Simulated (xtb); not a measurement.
Geometry relaxation of CuAsH₄O (charge −1) (part 1 of 5)

- system: CuAsH₄O (Cu(AsH3)(OH)), charge −1, multiplicity 2
- method: GFN2-xTB (xtb 6.7.1)

The geometry comes from this level: GFN2-xTB.

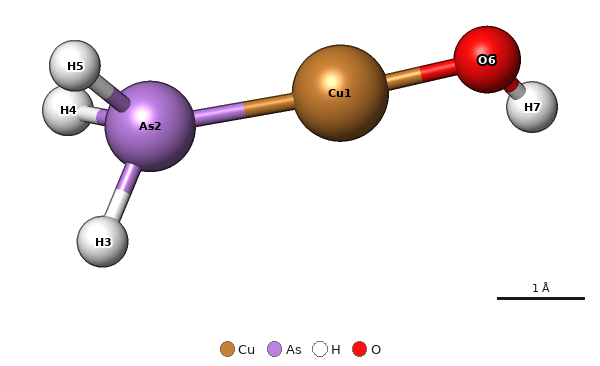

Figure 1. The starting structure (ball-and-stick view, seen at a tilt; atoms are numbered from 1 in the order of the input). Sticks mark near contacts.

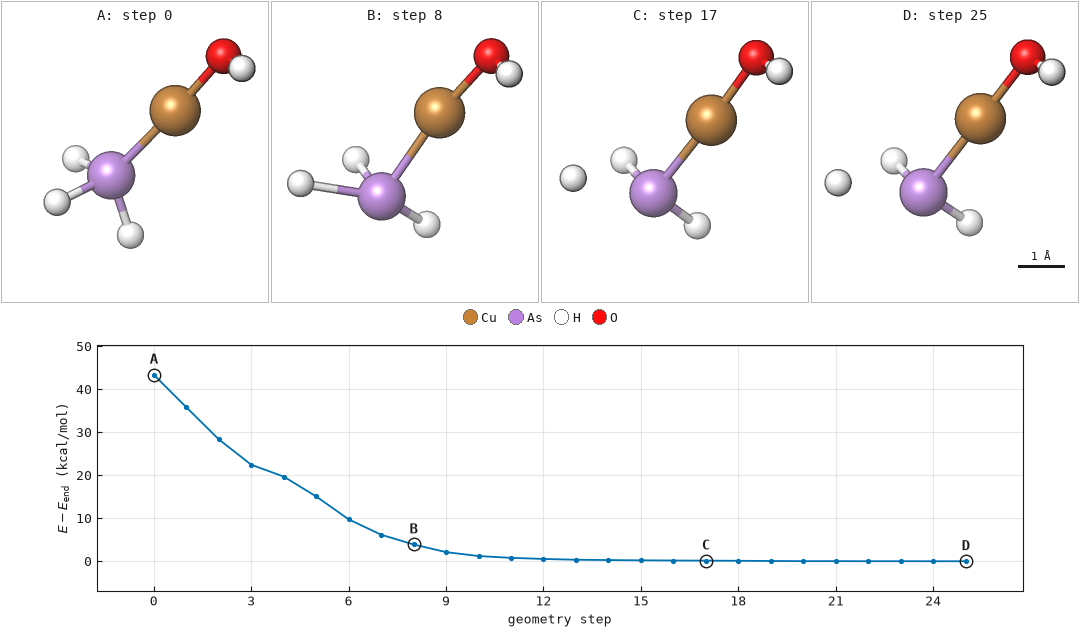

Figure 2. Frames of the relaxation (ball-and-stick view, seen at a tilt) above the curves, on which the letters mark them (steps are counted from 0).

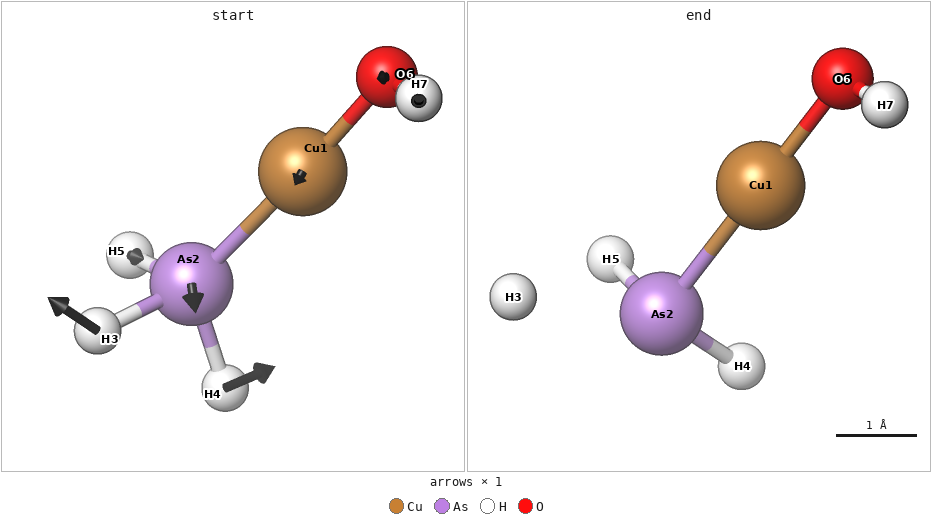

Figure 3. Before (left) and after (right) the relaxation, at one scale (ball-and-stick view, seen at a tilt). The black arrows give the displacements, at true length. After 25 geometry steps the energy has fallen by 43.4 kcal/mol. H3 moves most after the best rigid fit: 0.83 Å. By element the largest moves are H 0.83 Å, As 0.39 Å, Cu 0.21 Å, O 0.16 Å. Distances before and after: As2–H3 1.485 → 2.082 Å, As2–H4 1.485 → 1.593 Å, Cu1–O6 1.744 → 1.792 Å, Cu1–As2 2.241 → 2.253 Å. Bonds break: As2–H3 (1.48 → 2.08 Å). Among the angles that change: Cu1–As2–H4 123.5° → 103.2°, Cu1–As2–H5 123.1° → 103.8°, Cu1–O6–H7 114.4° → 108.1°. (Atoms are counted from 1 in the order of the input.)

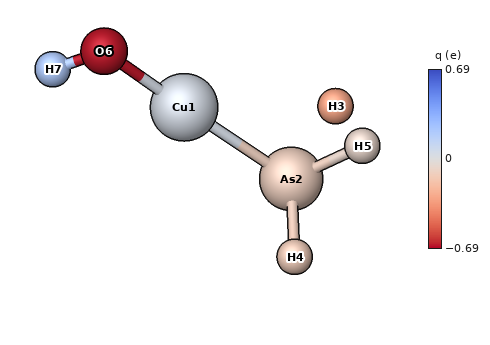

Figure 4. Mulliken charges, as the colour of each atom (ball-and-stick view, seen at a tilt; atoms are numbered from 1 in the order of the input). By element: Cu +0.04, As −0.10, H −0.29 to +0.20 and O −0.66 e.

These pictures come from the run below.

The input (struc.xyz)
```
7
AsCuH4O
Cu    -0.031420     0.055950    -1.066300
As    -0.067670     0.084510     1.174670
H      1.166120    -0.023410     1.993420
H     -0.791030    -0.919500     1.995200
H     -0.587900     1.226630     1.960930
O     -0.058460     0.152950    -2.807420
H      0.370370    -0.577130    -3.250490
```

Launched with:
```bash
xtb --chrg -1 -u 1 -o tight --gfn2 -- struc.xyz > out.txt 2> xtb.err
```

What the program printed
```
* xtb version 6.7.1
   ID    Z sym.   atoms
    1   29 Cu     1
    2   33 As     2
    3    1 H      3-5, 7
    4    8 O      6

           -------------------------------------------------
          |                Calculation Setup                |
           -------------------------------------------------

          program call               : xtb --chrg -1 -u 1 -o tight --gfn2 -- struc.xyz
          coordinate file            : struc.xyz
          omp threads                :                     1

           -------------------------------------------------
          |                 G F N 2 - x T B                 |
           -------------------------------------------------

      * Hamiltonian:
        H0-scaling (s, p, d)           1.850000    2.230000    2.230000
        zeta-weighting                 0.500000
      * Dispersion:
        s8                             2.700000
        a1                             0.520000
        a2                             5.000000
        s9                             5.000000
      * Repulsion:
        kExp                           1.500000    1.000000
        rExp                           1.000000
      * Coulomb:
        alpha                          2.000000
        third order                    shell-resolved
        anisotropic                    true
        a3                             3.000000
        a5                             4.000000
        cn-shift                       1.200000
        cn-exp                         4.000000
        max-rad                        5.000000

          ...................................................
          :                      SETUP                      :
          :.................................................:
          :  # basis functions                  28          :
          :  # atomic orbitals                  26          :
          :  # shells                           12          :
          :  # electrons                        27          :
          :  max. iterations                   250          :
          :  Hamiltonian                  GFN2-xTB          :
          :  restarted?                      false          :
          :  GBSA solvation                  false          :
          :  PC potential                    false          :
          :  electronic temp.          300.0000000     K    :
          :  accuracy                    1.0000000          :
          :  -> integral cutoff          0.2500000E+02      :
          :  -> integral neglect         0.1000000E-07      :
          :  -> SCF convergence          0.1000000E-05 Eh   :
          :  -> wf. convergence          0.1000000E-03 e    :
          :  Broyden damping             0.4000000          :
          :  net charge                         -1          :
          :  unpaired electrons                  1          :
          ...................................................

 iter      E             dE          RMSdq      gap      omega  full diag
   1    -12.4940491 -0.124940E+02  0.706E+00    0.02       0.0  T
   2    -12.4993420 -0.529288E-02  0.398E+00    0.01       1.0  T
   3    -12.5007020 -0.136001E-02  0.157E+00    0.02       1.0  T
   4    -12.5010513 -0.349344E-03  0.849E-01    0.01       1.0  T
   5    -12.5011503 -0.990124E-04  0.749E-01    0.01       1.0  T
   6    -12.5012544 -0.104111E-03  0.293E-01    0.01       1.0  T
   7    -12.5013003 -0.458364E-04  0.220E-01    0.01       1.0  T
   8    -12.5013551 -0.548030E-04  0.569E-02    0.01       1.0  T
   9    -12.5013564 -0.131489E-05  0.248E-02    0.01       1.5  T
  10    -12.5013574 -0.968269E-06  0.124E-02    0.01       3.0  T
  11    -12.5013574 -0.819282E-07  0.853E-03    0.01       4.4  T
  12    -12.5013575 -0.729094E-07  0.243E-03    0.01      15.5  T
  13    -12.5013575 -0.572799E-08  0.662E-04    0.01      57.1  T
  14    -12.5013575 -0.461069E-09  0.132E-04    0.01     286.1  T

   *** convergence criteria satisfied after 14 iterations ***

         #    Occupation            Energy/Eh            Energy/eV
      -------------------------------------------------------------
         1        2.0000           -0.4609828             -12.5440
       ...           ...                  ...                  ...
         8        2.0000           -0.2172739              -5.9123
         9        2.0000           -0.1376791              -3.7464
        10        2.0000           -0.1336411              -3.6366
        11        2.0000           -0.1330298              -3.6199
        12        2.0000           -0.1325731              -3.6075
        13        2.0000           -0.1318399              -3.5875
        14        0.5430           -0.0012918              -0.0352 (HOMO)
        15        0.4570           -0.0009641              -0.0262 (LUMO)
        16                          0.1069881               2.9113
        17                          0.1248799               3.3982
        18                          0.1255468               3.4163
        19                          0.2055528               5.5934
       ...                                ...                  ...
        26                          1.3103127              35.6554
      -------------------------------------------------------------
                  HL-Gap            0.0003276 Eh            0.0089 eV
             Fermi-level           -0.0338469 Eh           -0.9210 eV

 SCC (total)                   0 d,  0 h,  0 min,  0.004 sec
 SCC setup                      ...        0 min,  0.000 sec (  1.626%)
 Dispersion                     ...        0 min,  0.000 sec (  0.673%)
 classical contributions        ...        0 min,  0.000 sec (  0.178%)
 integral evaluation            ...        0 min,  0.001 sec ( 12.925%)
 iterations                     ...        0 min,  0.003 sec ( 62.088%)
 molecular gradient             ...        0 min,  0.001 sec ( 19.647%)
 printout                       ...        0 min,  0.000 sec (  2.488%)

         :::::::::::::::::::::::::::::::::::::::::::::::::::::
         ::                     SUMMARY                     ::
         :::::::::::::::::::::::::::::::::::::::::::::::::::::
         :: total energy             -12.456915894339 Eh    ::
         :: gradient norm              0.090936710098 Eh/a0 ::
         :: HOMO-LUMO gap              0.008915477585 eV    ::
         ::.................................................::
         :: SCC energy               -12.501357371676 Eh    ::
         :: -> isotropic ES            0.142526758248 Eh    ::
         :: -> anisotropic ES          0.003194662583 Eh    ::
         :: -> anisotropic XC         -0.006596051484 Eh    ::
         :: -> dispersion             -0.003747807292 Eh    ::
         :: repulsion energy           0.044441477337 Eh    ::
         :: add. restraining           0.000000000000 Eh    ::
         :: total charge              -1.000000000000 e     ::
         :::::::::::::::::::::::::::::::::::::::::::::::::::::

      -----------------------------------------------------------
     |                   =====================                   |
     |                        A N C O P T                        |
     |                   =====================                   |
     |               Approximate Normal Coordinate               |
     |                Rational Function Optimizer                |
      -----------------------------------------------------------

          ...................................................
          :                      SETUP                      :
          :.................................................:
          :   optimization level             tight          :
          :   max. optcycles                   200          :
          :   ANC micro-cycles                  20          :
          :   degrees of freedom                15          :
          :.................................................:
          :   RF solver                   davidson          :
          :   write xtbopt.log                true          :
          :   linear?                        false          :
          :   energy convergence         0.1000000E-05 Eh   :
          :   grad. convergence          0.8000000E-03 Eh/α :
          :   maximum RF displ.          1.0000000          :
          :   Hlow (freq-cutoff)         0.1000000E-01      :
          :   Hmax (freq-cutoff)         5.0000000          :
          :   S6 in model hess.         20.0000000          :
          ...................................................

generating ANC from exact Hessian ...
Using Lindh-Hessian (1995)
 Shifting diagonal of input Hessian by    1.0062115739345673E-002
 Lowest  eigenvalues of input Hessian
    0.010000    0.000000    0.000000    0.000000    0.000000    0.000000
    0.000000    0.010485    0.011927    0.014538    0.019309    0.024433
    0.024506    0.025368    0.067775    0.195365    0.474403    0.480231
 Highest eigenvalues
    0.195365    0.474403    0.480231    0.488058    0.948146    1.403791

........................................................................
.............................. CYCLE    1 ..............................
........................................................................

 iter      E             dE          RMSdq      gap      omega  full diag
   1    -12.5013575 -0.125014E+02  0.948E-05    0.01       0.0  T
   2    -12.5013575 -0.878053E-11  0.538E-05    0.01     703.0  T
   3    -12.5013575 -0.497380E-12  0.404E-05    0.01     936.0  T
     SCC iter.                  ...        0 min,  0.001 sec
     gradient                   ...        0 min,  0.001 sec
 * total energy  :   -12.4569159 Eh     change       -0.3742784E-11 Eh
   gradient norm :     0.0909364 Eh/α   predicted     0.0000000E+00 (-100.00%)
   displ. norm   :     0.3306842 α      lambda       -0.1867348E-01
   maximum displ.:     0.2486133 α      in ANC's #8, #13, #6, ...

........................................................................
.............................. CYCLE    2 ..............................
........................................................................

 iter      E             dE          RMSdq      gap      omega  full diag
   1    -12.5059105 -0.125059E+02  0.661E+00    0.14       0.0  T
   2    -12.5074117 -0.150118E-02  0.174E+00    0.06       1.0  T
   3    -12.5074755 -0.638387E-04  0.779E-01    0.05       1.0  T
   4    -12.5074919 -0.163656E-04  0.264E-01    0.06       1.0  T
   5    -12.5074940 -0.211791E-05  0.151E-01    0.05       1.0  T
   6    -12.5074948 -0.838037E-06  0.264E-02    0.05       1.4  T
   7    -12.5074950 -0.185262E-06  0.205E-02    0.05       1.8  T
   8    -12.5074950 -0.268570E-07  0.128E-02    0.05       2.9  T
   9    -12.5074951 -0.191158E-07  0.868E-04    0.05      43.5  T
  10    -12.5074951 -0.348763E-09  0.263E-03    0.05      14.4  T
  11    -12.5074951 -0.126771E-09  0.827E-04    0.05      45.7  T
     SCC iter.                  ...        0 min,  0.001 sec
     gradient                   ...        0 min,  0.001 sec
 * total energy  :   -12.4689504 Eh     change       -0.1203455E-01 Eh
   gradient norm :     0.0441874 Eh/α   predicted    -0.1035773E-01 ( -13.93%)
   displ. norm   :     0.4526562 α      lambda       -0.1333076E-01
   maximum displ.:     0.2628382 α      in ANC's #8, #6, #13, ...

........................................................................
.............................. CYCLE    3 ..............................
........................................................................

 iter      E             dE          RMSdq      gap      omega  full diag
   1    -12.5113678 -0.125114E+02  0.355E+00    0.74       0.0  T
   2    -12.5121253 -0.757530E-03  0.236E+00    0.68       1.0  T
   3    -12.5122090 -0.836852E-04  0.317E-01    0.62       1.0  T
   4    -12.5122518 -0.427698E-04  0.132E-01    0.64       1.0  T
   5    -12.5122538 -0.202309E-05  0.740E-02    0.65       1.0  T
   6    -12.5122551 -0.136168E-05  0.241E-02    0.65       1.6  T
   7    -12.5122553 -0.178474E-06  0.163E-02    0.65       2.3  T
   8    -12.5122554 -0.108039E-06  0.600E-03    0.65       6.3  T
   9    -12.5122554 -0.159716E-07  0.151E-03    0.65      25.1  T
  10    -12.5122554 -0.645874E-09  0.560E-04    0.65      67.5  T
  11    -12.5122554 -0.131724E-09  0.275E-04    0.65     137.7  T
     SCC iter.                  ...        0 min,  0.001 sec
     gradient                   ...        0 min,  0.001 sec
 * total energy  :   -12.4808510 Eh     change       -0.1190058E-01 Eh
   gradient norm :     0.0507048 Eh/α   predicted    -0.8031101E-02 ( -32.52%)
   displ. norm   :     0.6620590 α      lambda       -0.1717899E-01
   maximum displ.:     0.4086704 α      in ANC's #6, #9, #13, ...
```
